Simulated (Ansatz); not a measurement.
# r2SCAN/STO-3G run of H3NO (SMILES NO)

Aim: the electronic atomisation energy of H3NO at r2SCAN/STO-3G, from 4 runs. 

The calculation is run with Ansatz 0.2.0.

51 further runs of the same task are left out: 1 that didn't finish, 50 set aside as unsound or not needed.

**1. Starting point**

H3NO: 5 atoms, total charge 0, spin state singlet. SMILES: `NO`. Geometry: relaxed at GFN2-xTB. This is one conformer, not always the lowest.

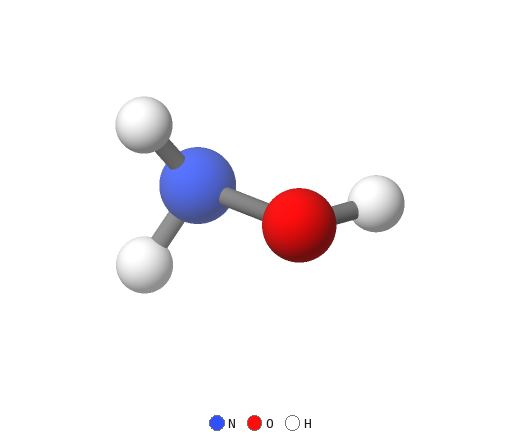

Viewed from a chosen angle; nitrogen blue, oxygen red, hydrogen white.

**2. The energy at r2SCAN/STO-3G**

File job.yaml:

```yaml
crystal:
  periodic: [false, false, false]
  atoms:
    - symbol: "N"
      position_ang: [-0.178910, -0.366440, -0.312920]
    - symbol: O
      position_ang: [0.371730, 0.674250, 0.501760]
    - symbol: H
      position_ang: [-0.161770, -1.206140, 0.265260]
    - symbol: H
      position_ang: [-1.156690, -0.114310, -0.454620]
    - symbol: H
      position_ang: [1.125640, 1.012630, 0.000530]
basis:
  gaussian:
    orbitals: STO-3G
hamiltonian:
  xc: r2scan
accuracy: high
```

Command:

```
$ ansatz run job.yaml --threads 1 --pin off --max-ram 2610MiB --events-out events.jsonl --progress --plain --runs-dir runs
```

What it wrote:

```text
Warning: RAYON_NUM_THREADS=1 ignored (pool sized by the plan → 1); use --threads N
Functional definition: r2SCAN
  name "r2SCAN"
  parameter k0 = 0.174
  parameter k1 = 0.065
  parameter a1 = 4.9479
  exchange = r2scan_x(k0 = k0, k1 = k1, a1 = a1)
  correlation = r2scan_c
209 factors; integrals over basis functions are off by at most 3.8e-8 eV
mean field evaluation 1: about -3533.5259 eV, gradient 7.9e0 eV
mean field evaluation 2: about -3533.6963 eV, gradient 5.2e0 eV
mean field evaluation 4: about -3533.7871 eV, gradient 5.0e-1 eV
mean field evaluation 8: about -3533.7366 eV, gradient 1.4e-3 eV
mean field -3533.73660800 eV, -129.8624250914 hartree, gradient 4.3e-8 eV, S^2 0.000000; 0 other end points of the search recorded, 0 dependent functions left out
reference -3533.73660835 eV, -129.8624251041 hartree; 9, 9 occupied and 4, 4 virtual orbitals, 209 factors
Total energy: -3533.73660835 eV, -129.8624251041 hartree
```

Run time: 1.6 s. Hardware: 1 thread of Arm Neoverse V1, shared host; peak memory 0.11 GiB.

**3. The H atom**

File run.yaml:

```yaml
crystal:
  periodic: [false, false, false]
  atoms:
    - {symbol: H, position_ang: [0.000000, 0.000000, 0.000000]}
basis:
  gaussian: {orbitals: STO-3G}
total_charge: 0
magnetization: {spin_polarized: true, initial_magnetization: 1}
hamiltonian: {xc: r2scan}
accuracy: high
```

Run the same way, it converges to -0.46646 Eh (log not shown).

**4. The N atom**

File run.yaml:

```yaml
basis:
  gaussian: {orbitals: STO-3G}
crystal:
  periodic: [false, false, false]
  atoms:
    - {symbol: N, position_ang: [0.000000, 0.000000, 0.000000]}
magnetization: {spin_polarized: true, initial_magnetization: 3}
hamiltonian: {xc: r2scan}
accuracy: high
```

Run the same way, it converges to -53.87650 Eh (log not shown).

**5. The O atom**

File input.yaml:

```yaml
basis:
  gaussian:
    orbitals: STO-3G
crystal:
  periodic: [false, false, false]
  atoms:
    - {symbol: O, position_ang: [0.000000, 0.000000, 0.000000]}
magnetization:
  spin_polarized: true
  initial_magnetization: 2
hamiltonian:
  xc: {name: r2SCAN}
accuracy: high
```

Run the same way, it converges to -74.01525 Eh (log not shown).

**6. Outcome**

At r2SCAN/STO-3G:

```
                     quantity          value
       molecule: total energy  -129.86243 Eh
         H atom: total energy    -0.46646 Eh
                 H atom: ⟨S²⟩          0.750
         N atom: total energy   -53.87650 Eh
                 N atom: ⟨S²⟩          3.750
         O atom: total energy   -74.01525 Eh
                 O atom: ⟨S²⟩          2.000
electronic atomisation energy      15.546 eV
```

What this shows: Taking the molecule apart into free atoms costs 15.55 eV (358 kcal/mol), before zero-point energy and without spin-orbit coupling. In a minimal basis such a difference can be off by several eV, whatever the method.
